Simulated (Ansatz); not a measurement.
The calculation's input:

```
crystal:
  periodic: [false, false, false]
  atoms:
    - { symbol: Si, position_ang: [0.000373, 0.0, -0.300071] }
    - { symbol: H, position_ang: [-0.002082, 0.0, 2.359637] }
    - { symbol: H, position_ang: [1.425055, 0.0, -0.722171] }
    - { symbol: H, position_ang: [-0.711816, 1.233686, -0.722849] }
    - { symbol: H, position_ang: [-0.711816, -1.233686, -0.722849] }
    - { symbol: F, position_ang: [0.001686, 0.0, 3.289703] }
magnetization:
  spin_polarized: true
  initial_magnetization: 1
basis:
  gaussian: { orbitals: "6-31G*" }
hamiltonian:
  xc: pbe0
relax:
  f_tol: 0.03
  max_steps: 50
output:
  orbitals: {}
```

Launched as:

```sh
ansatz run input.yaml --threads 1 --pin off --max-ram 2048MiB --backend cpu --events-out ev --progress --plain --runs-dir out
```

The fields are those of the relaxed geometry.

Method: UKS PBE0/6-31G* (Ansatz 0.2.0).

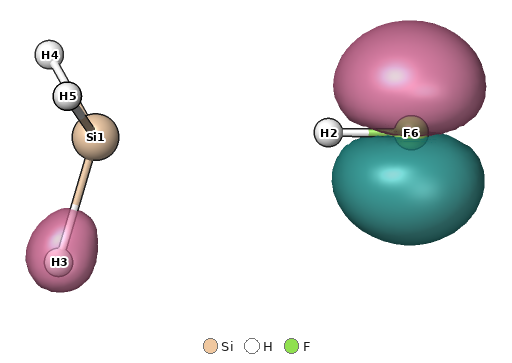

H3Si···HF (doublet). The HOMO (β) at ±0.15 Å⁻³ᐟ² (teal and pink are the two phases), seen at a tilt.

Question: Where does this orbital lie, and at what energy?

Answer: By Hirshfeld shares it lies mainly on F6 (about 90 %); largely a lone pair of F6. It is one of a degenerate set, so its orientation is arbitrary. Its energy is −10.35 eV.
